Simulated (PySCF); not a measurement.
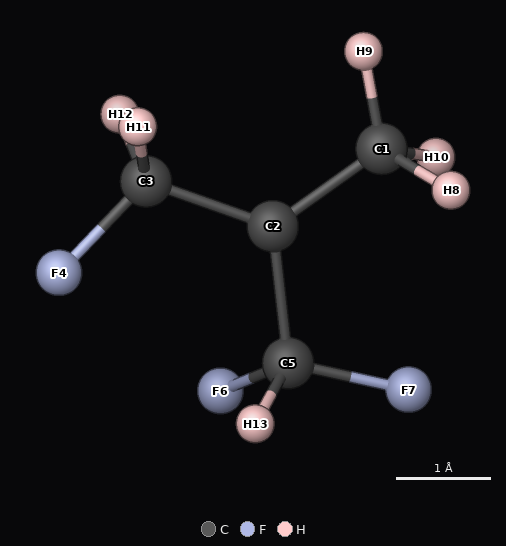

Fig. 1: The structure as given in the input (ball-and-stick view, seen at an oblique angle; atoms are numbered from 1 in the order of the input).

**C$_{4}$H$_{6}$F$_{3}$ (charge +1): excited-state calculation**

System: C$_{4}$H$_{6}$F$_{3}$, charge +1, SMILES C[C+](CF)C(F)F.
Method: TDDFT PBE0/6-31G*, vertical, gas phase, core orbitals frozen in the response (PySCF 2.14.0).

The geometry comes from this level: GFN2-xTB. It belongs to a series of runs on one base structure; here: PBE0/6-31G*; 6 states; grid level 3.

## Output
```
coarse grid: 11328 points
cycle   1  E = -454.5792375760  dE =  1.323e+00  |g| = 9.125e-01  |ddm| = 3.215e+00
cycle   2  E = -454.2135502147  dE =  3.657e-01  |g| = 1.694e+00  |ddm| = 2.021e+00
cycle   3  E = -454.7341083539  dE = -5.206e-01  |g| = 1.561e-01  |ddm| = 1.389e+00
cycle   4  E = -454.7384056119  dE = -4.297e-03  |g| = 7.475e-02  |ddm| = 2.064e-01
cycle   5  E = -454.7395235057  dE = -1.118e-03  |g| = 1.149e-02  |ddm| = 6.326e-02
cycle   6  E = -454.7395441696  dE = -2.066e-05  |g| = 4.548e-03  |ddm| = 1.159e-02
cycle   7  E = -454.7395484273  dE = -4.258e-06  |g| = 5.787e-04  |ddm| = 3.546e-03
final grid: 158112 points
cycle   8  E = -454.7220205064  dE = -2.995e-05  |g| = 7.936e-03  |ddm| = 2.043e-02
cycle   9  E = -454.7220109491  dE =  9.557e-06  |g| = 1.104e-02  |ddm| = 1.433e-02
cycle  10  E = -454.7220338797  dE = -2.293e-05  |g| = 1.081e-03  |ddm| = 8.472e-03
cycle  11  E = -454.7220341145  dE = -2.347e-07  |g| = 1.615e-04  |ddm| = 9.491e-04
cycle  12  E = -454.7220341192  dE = -4.719e-09  |g| = 7.212e-05  |ddm| = 1.802e-04
cycle  13  E = -454.7220341204  dE = -1.179e-09  |g| = 1.199e-05  |ddm| = 7.032e-05
cycle  14  E = -454.7220341204  dE = -2.922e-11  |g| = 4.294e-06  |ddm| = 1.300e-05
```

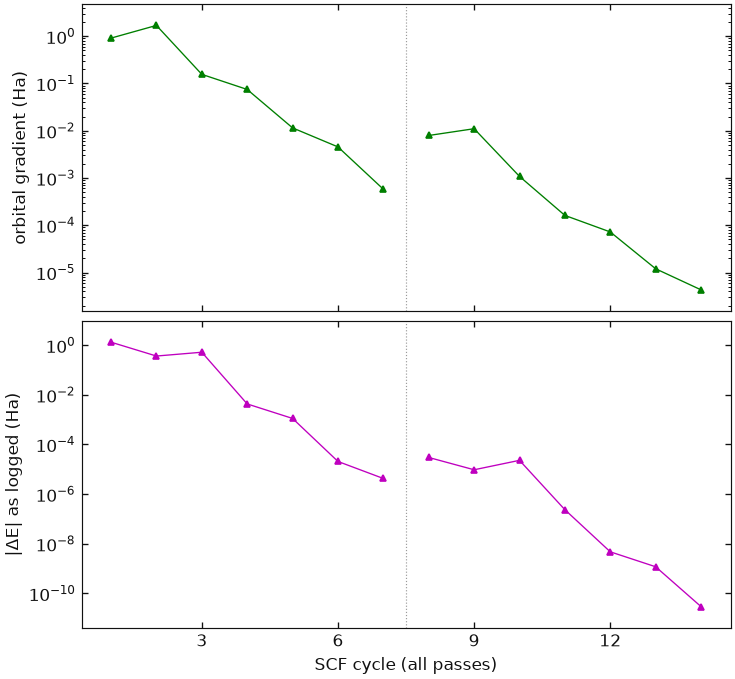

Fig. 2: Convergence of the self-consistent field: orbital gradient and size of the energy change against the SCF cycle. The dotted line marks the change from a coarse to the final integration grid. The first 7 cycles use a coarse grid, the final grid takes over at cycle 8, and the field converges after 14 cycles in all.

```
converged SCF energy = -454.7220341204

Static polarisability (au): isotropic 44.501, principal 33.036 46.151 54.318

Singlet excitations
state   eV       nm        f      main configurations
  1   3.6699    337.8   0.00582   H->L 0.98
  2   4.6449    266.9   0.01025   H-2->L 0.91
  3   4.7406    261.5   0.08339   H-1->L 0.92
  4   5.1802    239.3   0.00966   H-3->L 0.97
  5   5.7131    217.0   0.02414   H-4->L 0.93
  6   5.8400    212.3   0.00022   H-5->L 0.96

Triplet excitations (Tamm-Dancoff, eV): 3.1391 3.8451 4.2178 5.0409 5.3744
```

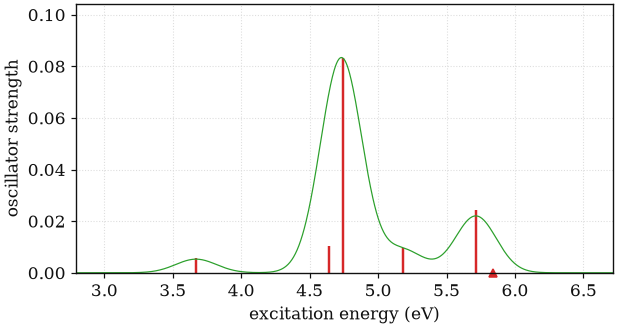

Fig. 3: Computed excitations as sticks (degenerate states added up, dark ones marked on the axis), with a Gaussian envelope of 0.35 eV full width at half maximum, scaled to the tallest. Of the 6 states the lowest lies at 3.67 eV (f = 0.006); the strongest line is at 4.74 eV, or 262 nm (f = 0.083).

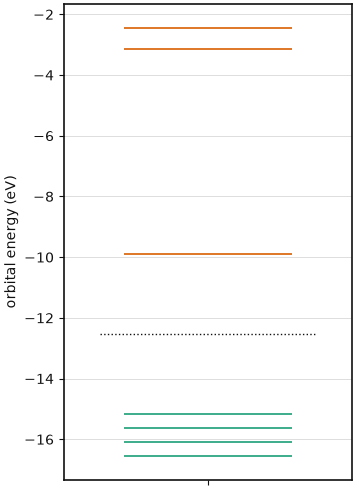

Fig. 4: Orbital energies near the frontier; the dotted line parts filled from empty levels, and levels within 0.02 eV of each other stand side by side. Highest filled −15.16 eV, lowest empty −9.91 eV, 5.25 eV apart.

The run was set up as follows.

## Input
```
{"job": {"kind": "uv", "xc": "PBE0", "basis": "6-31G*", "nstates": 6, "ntriplets": 5, "tda": false, "grid": 3}, "charge": 1, "multiplicity": 1}
C      1.274762    -0.682398     0.309352
C      0.078642     0.036231     0.016931
C      0.053156     1.419884    -0.420032
F     -1.181591     1.948003    -0.494071
C     -1.251996    -0.671824     0.148208
F     -1.923855    -0.630262    -1.008737
F     -1.073830    -1.954918     0.487860
H      1.223431    -1.122453     1.320589
H      2.194766    -0.116293     0.183684
H      1.289709    -1.621156    -0.275958
H      0.673748     2.078772     0.217419
H      0.512709     1.494627    -1.431253
H     -1.874039    -0.177728     0.928282
```

The first line tells a small driver script what to run in PySCF; the rest is the geometry in Å.

Command:
```bash
OMP_NUM_THREADS=1 python <driver script> task.json out
```

## Summary

```tsv
quantity	value
outcome	converged
total energy	−454.722034 hartree
HOMO	−15.16 eV
LUMO	−9.91 eV
mean polarisability	44.50 a.u.
lowest singlet excitation	3.67 eV
hardware	1 CPU thread, shared host
wall time	33 s
peak memory	0.58 GiB
```

Settings chosen away from the usual ones: PBE0/6-31G*; 6 states; grid level 3.
